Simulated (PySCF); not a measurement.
**Run report: C4H8O2Si, NMR shielding calculation**

C4H8O2Si, computed with GIAO r2SCAN/6-31G* NMR shielding, non-relativistic, gas phase (PySCF 2.14.0).

The run did not end well. The geometry comes from this level: GFN2-xTB.

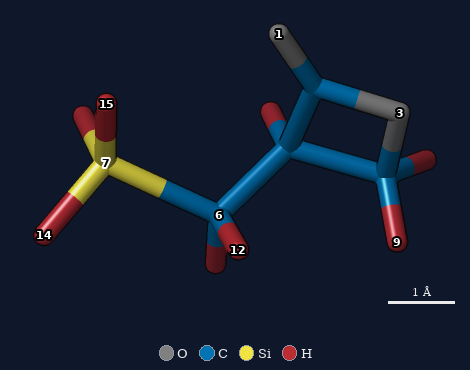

**Figure 1.** The structure as given in the input (stick view, seen at a tilt; atoms are numbered from 1 in the order of the input). Bond lengths as drawn: C–C 1.52 to 1.54 Å, C–H 1.09 Å, C–O 1.19 to 1.44 Å, C–Si 1.91 Å and H–Si 1.45 to 1.47 Å.

Outcome:

- outcome: not converged
- total energy: −596.935010 hartree
- HOMO: −6.54 eV
- LUMO: −0.51 eV
- dipole moment: 3.92 D
- hardware: 1 CPU thread, shared host
- wall time: 9.3 s
- peak memory: 0.51 GiB

Diagnosis:

Some settings of this run were drawn to be unusual or wrong. The run did not converge. At least one of its steps failed, so the values that rest on that step are not results.

The input:
```
{"job": {"kind": "nmr", "xc": "r2SCAN", "basis": "6-31G*", "pop": true, "scf": {"max_cycle": 8}}, "charge": 0, "multiplicity": 1}
O      0.890480     1.522302    -1.515127
C      1.217600     0.737551    -0.684304
O      2.386004     0.646775    -0.000597
C      1.921526    -0.475983     0.771521
C      0.576126    -0.444791     0.018839
C     -0.680749    -0.133979     0.808082
Si    -2.162447     0.273114    -0.330247
H      2.555434    -1.349200     0.614338
H      1.874321    -0.225635     1.832171
H      0.421848    -1.298821    -0.642296
H     -0.916141    -0.991621     1.441742
H     -0.486001     0.708179     1.474625
H     -2.364806    -0.881814    -1.209283
H     -3.324760     0.434006     0.546933
H     -1.912850     1.487906    -1.090758
```

The first line tells a small driver script what to run in PySCF; the rest is the geometry in Å.

Command:
```bash
OMP_NUM_THREADS=1 python <driver script> task.json out
```

Output:
```
final grid: 122152 points
cycle   1  E = -596.7659921117  dE =  8.848e-01  |g| = 9.212e-01  |ddm| = 3.659e+00
cycle   2  E = -596.1183620651  dE =  6.476e-01  |g| = 1.994e+00  |ddm| = 2.522e+00
cycle   3  E = -596.8925127351  dE = -7.742e-01  |g| = 4.369e-01  |ddm| = 2.062e+00
cycle   4  E = -596.9314760514  dE = -3.896e-02  |g| = 1.342e-01  |ddm| = 4.516e-01
cycle   5  E = -596.9342946260  dE = -2.819e-03  |g| = 5.494e-02  |ddm| = 1.282e-01
cycle   6  E = -596.9349821619  dE = -6.875e-04  |g| = 1.042e-02  |ddm| = 5.738e-02
cycle   7  E = -596.9350067990  dE = -2.464e-05  |g| = 3.379e-03  |ddm| = 1.306e-02
cycle   8  E = -596.9350095999  dE = -2.801e-06  |g| = 5.578e-04  |ddm| = 4.126e-03
SCF not converged, last energy = -596.9350095999
```
